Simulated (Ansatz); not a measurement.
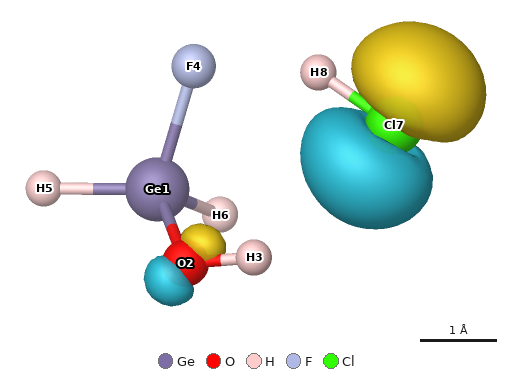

The picture shows: FGeH₃O···HCl. The HOMO−1 at ±0.2 Å⁻³ᐟ² (yellow and cyan are the two phases), seen at a tilt.

Theory: RKS BHLYP-D4/def2-SVP (Ansatz 0.2.0).

Input

```
crystal:
  periodic: [false, false, false]
  atoms:
    - { symbol: Ge, position_ang: [-0.265988, 0.180547, -0.015016] }
    - { symbol: O, position_ang: [-0.303106, 0.170359, 1.749113] }
    - { symbol: H, position_ang: [-0.602435, -0.64754, 2.14147] }
    - { symbol: F, position_ang: [1.414151, 0.097792, -0.410496] }
    - { symbol: H, position_ang: [-0.728847, 1.552945, -0.470212] }
    - { symbol: H, position_ang: [-0.958175, -1.032461, -0.618542] }
    - { symbol: Cl, position_ang: [1.219017, -2.47255, 1.566657] }
    - { symbol: H, position_ang: [1.448683, -1.180594, 1.771525] }
basis:
  gaussian: { orbitals: def2-SVP }
hamiltonian:
  xc: { name: BHLYP }
  dispersion: d4
relax:
  f_tol: 0.03
  max_steps: 50
output:
  orbitals: {}
```

Launched as:

```sh
ansatz run input.yaml --threads 2 --pin off --max-ram 3072MiB --backend cpu --events-out ev --progress --plain --runs-dir out
```

The fields are those of the run's last geometry, not of the input's.

Question: What is the character of this orbital?

Answer: By Hirshfeld shares it lies mainly on Cl7 (about 90 %); largely a lone pair of Cl7. Its energy is −10.55 eV.
